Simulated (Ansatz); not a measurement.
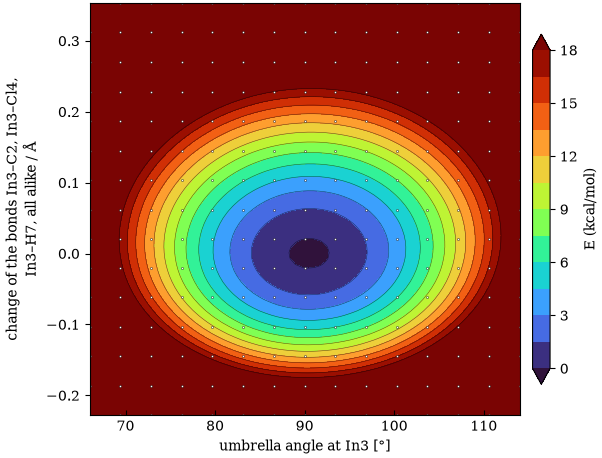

CH₃Cl₂In, SMILES Cl[CH2][InH][Cl]. 
- Coordinates scanned: (1) umbrella angle at In3 (between each of its bonds and their common axis; 90 is planar); (2) change of the bonds In3–C2, In3–Cl4, In3–H7, all alike.
- Nothing is relaxed (all other coordinates rigid).
- Grid: 15 × 15 points.
- Points are written as (first, second).
- Energies: kcal/mol, counted from the lowest grid point.
- Level of theory: Ansatz, RKS CAM-B3LYP-D4/def2-SVP.

The picture shows filled contours, dots at the grid points, one colour for all values above the top of the scale. Between grid points the surface is interpolated.

Q: Estimate the position of the minimum and the force constants in these coordinates.

A: The interpolated minimum is at the first coordinate ≈ 90.5°, the second coordinate ≈ 0.000 Å. The curvatures there are about 12 eV/rad² and 40 eV/Å², with a cross term of about 0 eV/(rad·Å). Round the minimum the two coordinates are nearly uncoupled. (1 eV is 23.1 kcal/mol.)
